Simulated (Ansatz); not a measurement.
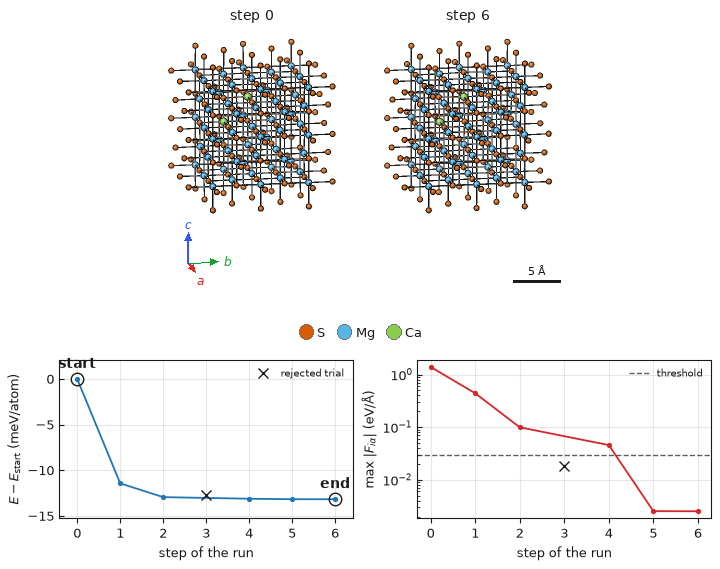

First and last geometry of a relaxation of crystalline S32Mg30Ca2 (a generated structure, set up in P1), with the history of the run. The picture is a ball-and-stick view of the cell of the calculation, seen slightly off an axis.

The calculation used DFT, PBEsol, PAW, plane waves in Ansatz. Set-up: plane-wave cutoff 420 eV; k-point mesh 1 × 1 × 1; mesh shifted by (0.25, 0.25, 0.25); no spin polarisation; cell relaxed at fixed shape; force threshold 0.03 eV/Å; at most 80 steps.

> Read the history and describe the run.

It converged. An S atom moves most relative to the cell: 0.14 Å along [0 −1 1]. Largest moves by element: S 0.14 Å, Mg 0.07 Å, Ca 0.04 Å. The volume changes by +0.3 %, with a = b = c 10.418 → 10.428 Å (+0.1 %). Among the contacts that change: Mg–S 2.660 → 2.512 Å, Mg–S 2.645 → 2.502 Å, Ca–S 2.567 → 2.701 Å, Ca–S 2.588 → 2.717 Å. Among the angles between lasting bonds that change: S–Mg–S 87.8° → 93.5°, Ca–S–Ca 91.8° → 86.8°, S–Mg–S 88.5° → 93.3°. The space group (tolerance 0.01 Å) goes from P1 (No. 1) to Cmmm (No. 65). The energy falls by 13.2 meV per atom in 5 accepted moves (6 points after the start). Largest force component: 1.4 eV/Å at the start, 0.0025 eV/Å at the end. The pressure goes from 0.43 to 0.00 GPa. The line search rejected the trial step at point 3 of the run. The run took 69 s on 8 threads of AMD EPYC 7R13 Processor, peak memory 2.2 GiB.
